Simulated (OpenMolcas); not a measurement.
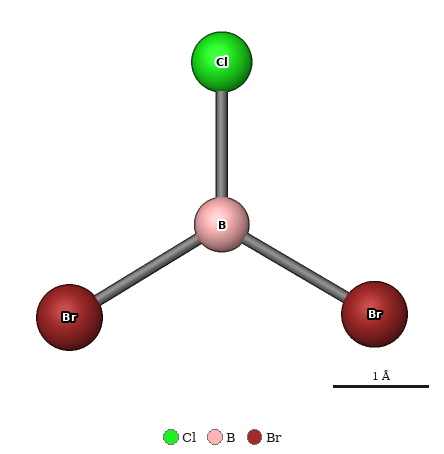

The structure as given in the input (ball-and-stick view, seen on its broad side).

BBr2Cl: single-point calculation

The run: single-point calculation of BBr2Cl. Method and program: HF/ANO-RCC-MB, RHF, DKH2 (OpenMolcas 26.06).

The geometry comes from this level: GFN2-xTB.

## Input
```
>>> EXPORT MOLCAS_PRINT=2

&gateway
  coord
  4
  bohr
  Cl    -0.37900347    -3.11150965     1.19270064
  B     -0.02707978    -0.08311015     0.04979428
  Br     2.38868941     2.11932785     1.43568163
  Br    -1.98260616     1.07531086    -2.67819545
  basis
  ANO-RCC-MB
  group
  NoSym

&seward

&scf
  prorbitals
  0
```

Run on 1 thread of Arm Neoverse N1, 98 GiB of memory available, shared host.

Command:
```bash
export MOLCAS_MEM=1860
pymolcas step1.input > step1.log
```

## Output
```
--- Start Module: gateway ---

                                              &GATEWAY

                       available to each process: 1.9 GB of memory, 1 thread

++    Symmetry information:
      ---------------------

                    Character Table for C1

                             E
                    a        1  x, y, xy, Rz, z, xz, Ry, yz, Rx, I
--

++    Basis set information:
      ----------------------

      Basis set label: CL.ANO-RCC...3S2P.

      Electronic valence basis set:
      ------------------
      Associated Effective Charge  17.000000 au
      Associated Actual Charge     17.000000 au
      Nuclear Model: Point charge

      Shell  nPrim  nBasis  Cartesian Spherical Contaminant
         s      17       3        X
         p      12       2        X

      Basis set label: B.ANO-RCC...2S1P.

      Electronic valence basis set:
      ------------------
      Associated Effective Charge   5.000000 au
      Associated Actual Charge      5.000000 au
      Nuclear Model: Point charge

      Shell  nPrim  nBasis  Cartesian Spherical Contaminant
         s      14       2        X
         p       9       1        X

      Basis set label: BR.ANO-RCC...4S3P1D.

      Electronic valence basis set:
      ------------------
      Associated Effective Charge  35.000000 au
      Associated Actual Charge     35.000000 au
      Nuclear Model: Point charge

      Shell  nPrim  nBasis  Cartesian Spherical Contaminant
         s      20       4        X
         p      17       3        X
         d      11       1                 X
--

++    Molecular structure info:
      -------------------------

                    ************************************************
                    **** Cartesian Coordinates / bohr, angstrom ****
                    ************************************************

     Center  Label                x              y              z                     x              y              z
        1      CL1             -0.379003      -3.111510       1.192701             -0.200560      -1.646540       0.631150
        2      B2              -0.027080      -0.083110       0.049794             -0.014330      -0.043980       0.026350
        3      BR3              2.388689       2.119328       1.435682              1.264040       1.121500       0.759730
        4      BR4             -1.982606       1.075311      -2.678195             -1.049150       0.569030      -1.417240

                    ***************************************
                    *    InterNuclear Distances / bohr    *
                    ***************************************

               1 CL1           2 B2            3 BR3           4 BR4
    1 CL1      0.000000
    2 B2       3.255962        0.000000
    3 BR3      5.922907        3.550684        0.000000
    4 BR4      5.923246        3.550768        6.092797        0.000000

                    *******************************************
                    *    InterNuclear Distances / angstrom    *
                    *******************************************

               1 CL1           2 B2            3 BR3           4 BR4
    1 CL1      0.000000
    2 B2       1.722981        0.000000
    3 BR3      3.134267        1.878941        0.000000
    4 BR4      3.134447        1.878985        3.224170        0.000000
--

            Nuclear Potential Energy            526.64352676 au

--- Stop Module: gateway /rc=_RC_ALL_IS_WELL_ ---

--- Start Module: seward ---

                                              &SEWARD

                       available to each process: 1.9 GB of memory, 1 thread

               SEWARD will generate:
                  Multipole Moment integrals up to order  2
                  Kinetic Energy integrals
                  Nuclear Attraction integrals (point charge)
                  One-Electron Hamiltonian integrals
                  Velocity integrals
                  Relativistic Douglas-Kroll-Hess integrals:
                    - Parametrization         : EXP
                    - DKH order of Hamiltonian: 2
                    - DKH order of Properties : 0
                         - multipole moment operators
                         - electric potential operators
                         - contact operators
                  Orbital angular momentum around (  0.0907   0.6986  -0.2738 )
                  Velocity quadrupole around (  0.0907   0.6986  -0.2738 )
                  Atomic mean-field integrals
                  Two-Electron Repulsion integrals

                   Integrals are discarded if absolute value <: 1.00E-14
                   Integral cutoff threshold is set to       <: 1.00E-16

            Nuclear Potential Energy            526.64352676 au

      Basis set specifications :
      Symmetry species         a
      Basis functions           50

--- Stop Module: seward /rc=_RC_ALL_IS_WELL_ ---
--- Module seward spent 13 seconds ---

--- Start Module: scf ---

                                                &SCF

                       available to each process: 1.9 GB of memory, 1 thread

++    Input section:
      --------------

      Header of the integral files:

      Cartesian coordinates in angstrom:
      -----------------------------------------------------
      No.  Label        X            Y            Z
      -----------------------------------------------------
       1   CL1       -0.20056000  -1.64654000   0.63115000
       2   B2        -0.01433000  -0.04398000   0.02635000
       3   BR3        1.26404000   1.12150000   0.75973000
       4   BR4       -1.04915000   0.56903000  -1.41724000
      -----------------------------------------------------
      Nuclear repulsion energy =  526.64352676
--

++    Orbital specifications:
      -----------------------

      Symmetry species               1
                                     a
      Frozen orbitals                0
      Occupied orbitals             46
      Secondary orbitals             4
      Deleted orbitals               0
      Total number of orbitals      50
      Number of basis functions     50
--

      Molecular charge                           0.000

++    Optimization specifications:
      ----------------------------

      SCF Algorithm: Conventional
      Minimized density differences are used
      Number of density matrices in core                 5
      Maximum number of NDDO SCF iterations            400
      Maximum number of HF SCF iterations              400
      Threshold for SCF energy change             1.00E-09
      Threshold for density matrix                1.00E-04
      Threshold for Fock matrix                   1.50E-04
      Threshold for linear dependence             1.00E-09
      Threshold at which DIIS is turned on        1.50E-01
      Maximum depth in the DIIS procedure                5
      Maximum depth in the BFGS Hessian update          30
      Threshold at which QNR/C2DIIS is turned on  7.50E-02
      Threshold for Norm(delta) (QNR/C2DIIS)      1.00E-03
      All orbitals punched on: SCFORB
--

      Input vectors read from INPORB
      Orbital file label: *Guess orbitals

++ Convergence information
                                   SCF        iterations: Energy and convergence statistics

Iter     Tot. SCF        One-elec.       Two-elec.     Energy      Max Dij or  Max Fij      DNorm      TNorm      AccCon     Time
         Energy          Energy          Energy        Change      Delta Norm                                                in Sec.

 The total and one-electron energies are shifted by a value of      5000. a.u.

   1  -694.099313596 -3961.632723698  2740.889883343   0.00E+00    2.11E-01*   2.76E-01*    1.36E+01   4.57E+02   None         0.
   2  -694.184160344 -3962.134620129  2741.306933027  -8.48E-02*   1.21E-01*   3.82E-02*    1.25E+00   4.57E+02   EDIIS        0.
   3  -694.191088502 -3962.588305987  2741.753690726  -6.93E-03*   2.16E-02*   9.95E-03*    3.20E-01   4.57E+02   c2DIIS       0.
   4  -694.192215465 -3962.566812395  2741.731070172  -1.13E-03*   1.03E-02*   5.03E-03*    4.77E-02   4.57E+02   QNRc2DIIS    0.
   5  -694.192400857 -3962.609449645  2741.773522029  -1.85E-04*   8.83E-03*   1.79E-03*    7.36E-03   4.57E+02   QNRc2DIIS    0.
   6  -694.192452118 -3962.635430140  2741.799451263  -5.13E-05*   6.30E-04    3.43E-04*    1.74E-03   4.57E+02   QNRc2DIIS    0.
   7  -694.192452942 -3962.635741002  2741.799761301  -8.24E-07*   1.66E-04    5.36E-05     3.47E-04   4.57E+02   QNRc2DIIS    0.
   8  -694.192452970 -3962.635559437  2741.799579708  -2.80E-08*   2.90E-05    5.20E-06     1.43E-04   4.57E+02   QNRc2DIIS    0.
   9  -694.192452971 -3962.635597229  2741.799617500  -6.42E-10    4.22E-06    1.09E-06     1.09E-04   4.57E+02   QNRc2DIIS    0.

       Convergence after   9 Iterations
--

 *****************************************************************************************************************************
 *                                             SCF/KS-DFT Program, Final results                                             *
 *                                                       Final Results                                                       *
 *****************************************************************************************************************************

::    Total SCF energy                              -5694.1924529709
      One-electron energy                           -8962.6355972295
      Two-electron energy                            2741.7996175001
      Nuclear repulsion energy                        526.6435267584
      Kinetic energy (interpolated)                  6089.0065067700
      Virial theorem                                    0.9351595283
      Total spin, S(S+1)                                0.0000000000
      Total spin, S                                     0.0000000000
      Max non-diagonal density matrix element           0.0000061943
      Max non-diagonal Fock matrix element              0.0000008987

      No orbitals printed

++    Molecular charges:
      ------------------

      Mulliken charges per centre
      ---------------------------

                CL1     B2      BR3     BR4
      Total   17.0978  4.8799 35.0111 35.0111

      N-E     -0.0978  0.1201 -0.0111 -0.0111

      Total electronic charge=   92.000000

      Total            charge=   -0.000000
--

++    Static properties:
      ------------------

      LoProp Charges per center

                   CL1      B2       BR3      BR4
      Nuclear     17.0000   5.0000  35.0000  35.0000
      Electronic -16.9956  -5.1094 -34.9475 -34.9475

      Total        0.0044  -0.1094   0.0525   0.0525
--

++    Natural Bond Order analysis
      ---------------------------
      Based on LoProp computed density
      -------------------------------------------------------------------------------------
      Atom A       Atom B       Bond Order
      -------------------------------------------------------------------------------------
      NBO located      0.938 non-bonded electrons on atom CL1
      NBO located      0.997 non-bonded electrons on atom CL1
      NBO located      1.000 non-bonded electrons on atom CL1
      NBO located      1.000 non-bonded electrons on atom CL1
      NBO located      1.000 non-bonded electrons on atom CL1
      NBO located      1.000 non-bonded electrons on atom CL1
      NBO located      0.993 non-bonded electrons on atom B2
      NBO located      0.994 non-bonded electrons on atom BR3
      NBO located      1.007 non-bonded electrons on atom BR3
      NBO located      1.000 non-bonded electrons on atom BR3
      NBO located      1.000 non-bonded electrons on atom BR3
      NBO located      1.000 non-bonded electrons on atom BR3
      NBO located      1.000 non-bonded electrons on atom BR3
      NBO located      1.000 non-bonded electrons on atom BR3
      NBO located      1.000 non-bonded electrons on atom BR3
      NBO located      1.000 non-bonded electrons on atom BR3
      NBO located      1.000 non-bonded electrons on atom BR3
      NBO located      1.000 non-bonded electrons on atom BR3
      NBO located      1.000 non-bonded electrons on atom BR3
      NBO located      1.000 non-bonded electrons on atom BR3
      NBO located      1.000 non-bonded electrons on atom BR3
      NBO located      1.000 non-bonded electrons on atom BR3
      NBO located      0.993 non-bonded electrons on atom BR4
      NBO located      1.004 non-bonded electrons on atom BR4
      NBO located      1.000 non-bonded electrons on atom BR4
      NBO located      1.000 non-bonded electrons on atom BR4
      NBO located      1.000 non-bonded electrons on atom BR4
      NBO located      1.000 non-bonded electrons on atom BR4
      NBO located      1.000 non-bonded electrons on atom BR4
      NBO located      1.000 non-bonded electrons on atom BR4
      NBO located      1.000 non-bonded electrons on atom BR4
      NBO located      1.000 non-bonded electrons on atom BR4
      NBO located      1.000 non-bonded electrons on atom BR4
      NBO located      1.000 non-bonded electrons on atom BR4
      NBO located      1.000 non-bonded electrons on atom BR4
      NBO located      1.000 non-bonded electrons on atom BR4
      NBO located      1.000 non-bonded electrons on atom BR4
      The remaining    9.867 electrons are to be considered as diffuse
--

++    Molecular properties:
      ---------------------

      Charge (e):
                      =   -0.0000
      Dipole Moment (debye):
      Origin of the operator (angstrom)=    0.0480    0.3697   -0.1449
                   X=  1.6047E-02               Y=  2.8744E-01               Z= -9.0048E-02           Total=  3.0164E-01
      Quadrupole Moment (debye*angstrom):
      Origin of the operator (angstrom)=    0.0480    0.3697   -0.1449
                  XX= -5.7989E+01              XY= -6.5202E-01              XZ= -9.7303E-01              YY= -5.9964E+01
                  YZ=  9.2199E-01              ZZ= -5.8260E+01
      In traceless form (debye*angstrom)
                  XX=  1.1231E+00              XY= -9.7804E-01              XZ= -1.4595E+00              YY= -1.8390E+00
                  YZ=  1.3830E+00              ZZ=  7.1587E-01
--

--- Stop Module: scf /rc=_RC_ALL_IS_WELL_ ---
--- Module scf spent 1 second ---

.##################.
.# Happy landing! #.
.##################.

    Timing: Wall=14.78 User=13.94 System=0.78
```

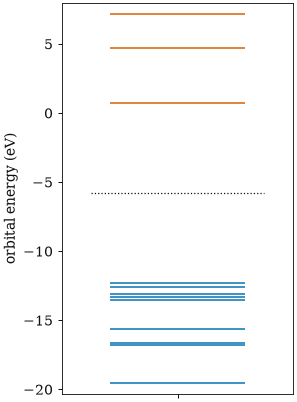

Orbital energies near the frontier; the dotted line parts filled from empty levels, and levels within 0.02 eV of each other stand side by side. Highest filled −12.28 eV, lowest empty 0.74 eV, 13.02 eV apart.

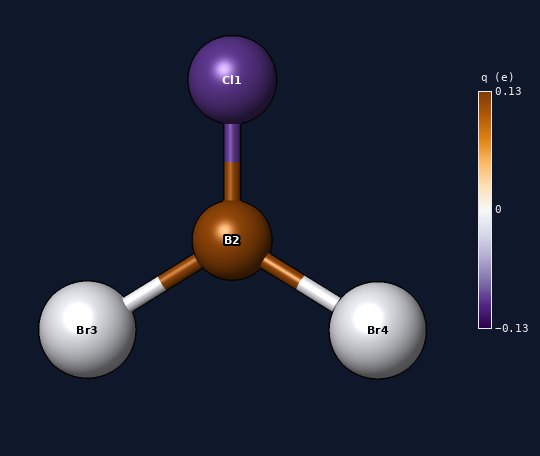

Mulliken charges, as the colour of each atom (ball-and-stick view, seen at a tilt; atoms are numbered from 1 in the order of the input). By element: Cl −0.10, B +0.12 and Br −0.01 e.

## Results in brief

```json
{"quantity": "outcome", "value": "converged"}
{"quantity": "total energy", "value": "−5694.192453 hartree"}
{"quantity": "basis functions", "value": "50"}
{"quantity": "HOMO", "value": "−12.28 eV"}
{"quantity": "LUMO", "value": "0.74 eV"}
{"quantity": "dipole moment", "value": "0.30 debye"}
{"quantity": "wall time", "value": "15 s"}
{"quantity": "peak memory", "value": "0.42 GiB"}
```
